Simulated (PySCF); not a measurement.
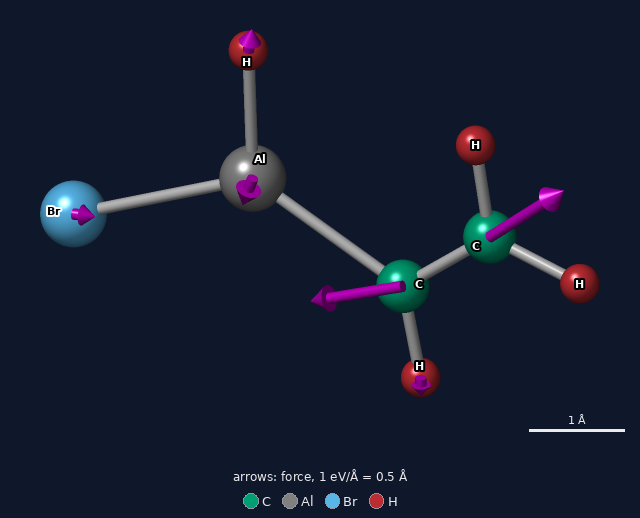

Starting geometry of C₂H₄AlBr with the computed forces as purple arrows. The picture is a ball-and-stick view, seen at a tilt.

The start comes from GFN2-xTB. Its atoms were then displaced at random by about 0.01 Å.

Level of theory: PySCF 2.14.0, density-fitted response routines, PBE0-D3(BJ)/def2-SVP geometry optimisation, gas phase. 

**What follows when this structure is relaxed?**

It isn't relaxed: the largest force vector, on a C atom, is 2.53 eV/Å. The final displacements have little in common with the starting forces (cosine between the two patterns 0.12). Over 7 geometry steps the energy falls by 0.108 eV. The Br atom moves most after the best rigid fit: 0.28 Å. Largest moves by element: Br 0.28 Å, H 0.19 Å, C 0.12 Å, Al 0.10 Å. Near-neighbour distances that change, for instance: Al–Br 2.298 → 2.258 Å, Al–H 1.544 → 1.581 Å, C–C 1.307 → 1.343 Å, Al–C 1.955 → 1.931 Å. Among the angles between lasting bonds that change: C–Al–Br 128.3° → 118.9°, C–C–Al 113.0° → 119.7°, Br–Al–H 112.7° → 118.7°.
